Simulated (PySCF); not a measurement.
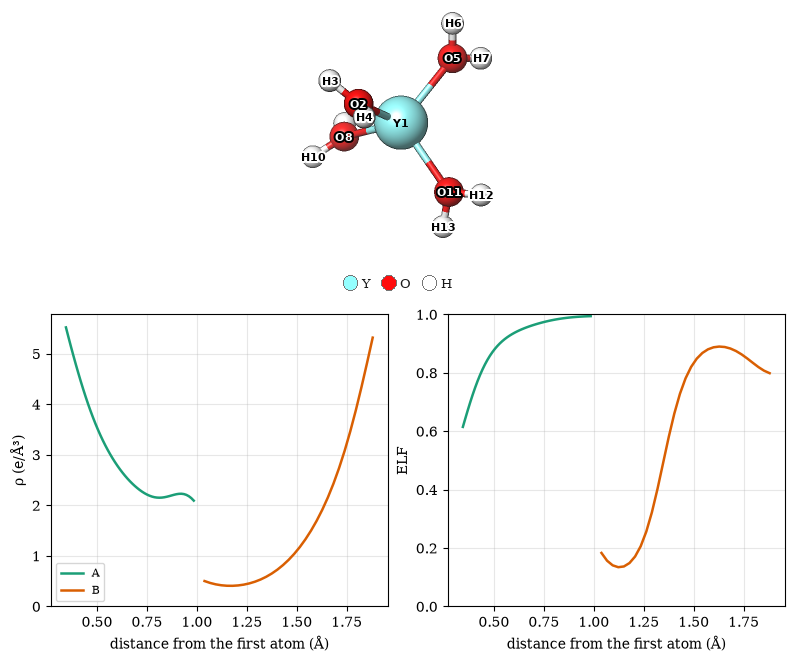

H8O4Y (charge +3). Electron density and ELF along straight lines between neighbouring atoms. The curves leave out the atomic cores. The structure is drawn too.

Core potentials replace the inner electrons of Y.

Computed with RKS PBE0, Y def2-SVP with ECP28, O def2-SVP, H def2-SVP; non-relativistic Hamiltonian with scalar-relativistic core potentials where named; density fitting in PySCF 2.14.0.

```yaml
atoms:
  - { symbol: Y, position_ang: [0.0000, 0.0000, 0.0000] }
  - { symbol: O, position_ang: [1.3164, 1.3165, 1.2545] }
  - { symbol: H, position_ang: [2.1175, 1.0665, 1.7689] }
  - { symbol: H, position_ang: [1.2381, 2.2859, 1.4067] }
  - { symbol: O, position_ang: [-1.3164, -1.2545, 1.3165] }
  - { symbol: H, position_ang: [-1.2380, -1.4068, 2.2860] }
  - { symbol: H, position_ang: [-2.1175, -1.7690, 1.0665] }
  - { symbol: O, position_ang: [1.3164, -1.3165, -1.2545] }
  - { symbol: H, position_ang: [1.2381, -2.2859, -1.4067] }
  - { symbol: H, position_ang: [2.1175, -1.0665, -1.7689] }
  - { symbol: O, position_ang: [-1.3164, 1.2545, -1.3165] }
  - { symbol: H, position_ang: [-2.1175, 1.7690, -1.0665] }
  - { symbol: H, position_ang: [-1.2380, 1.4068, -2.2860] }
```

Which curve belongs to which contact (O–H and Y–O)? The first atom named is at distance zero.

Curve A: O–H (0.98 Å): ρ is about 3.6 e/Å³ halfway; the ELF climbs to about 1 towards the hydrogen, as it does in any bond to H: an ordinary covalent bond to hydrogen. Curve B: Y–O (2.24 Å): ρ is about 0.42 e/Å³ halfway; the ELF peaks at about 0.90 in the valence shell of O, 0.6 Å from its nucleus, and drops to about 0.15 between the two atoms: an ionic contact with no shared pair.
